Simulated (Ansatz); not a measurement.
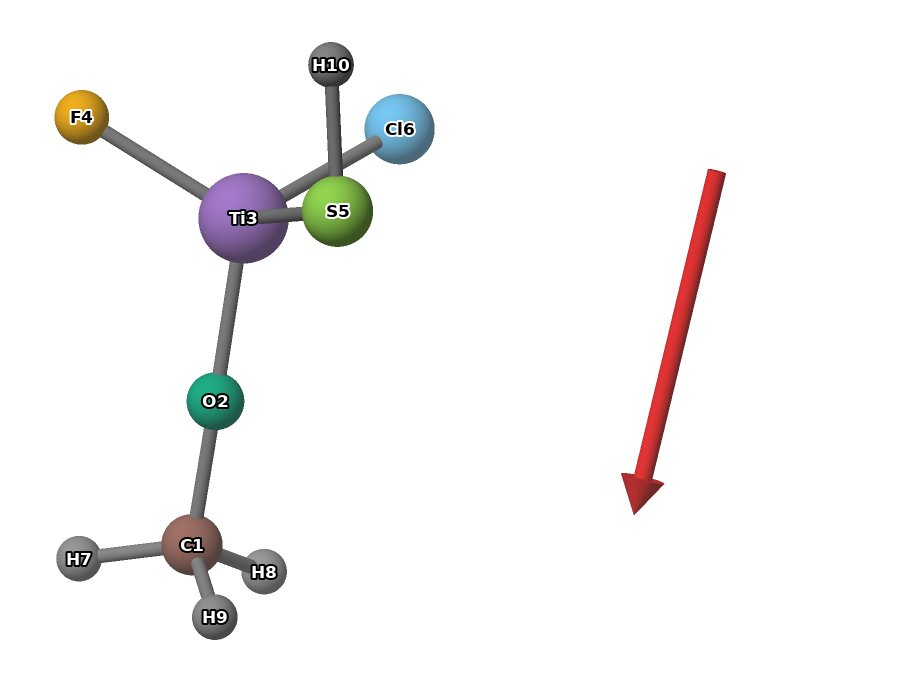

The arrow beside the molecule shows the direction of the dipole moment, from the negative to the positive end (its length means nothing). The species is neutral and a spin singlet. The computed structure is the end point of a PBE0-D4/def2-TZVP optimisation. No frequency run is at hand to confirm it as a minimum. Method: RKS r2SCAN-D4/def2-TZVPP (Ansatz 0.2.0).

Question: Estimate the dipole moment.

Answer: 2.91 D; it points from the side of H10 to the side of H7, H9 (the outermost atoms at the two ends).
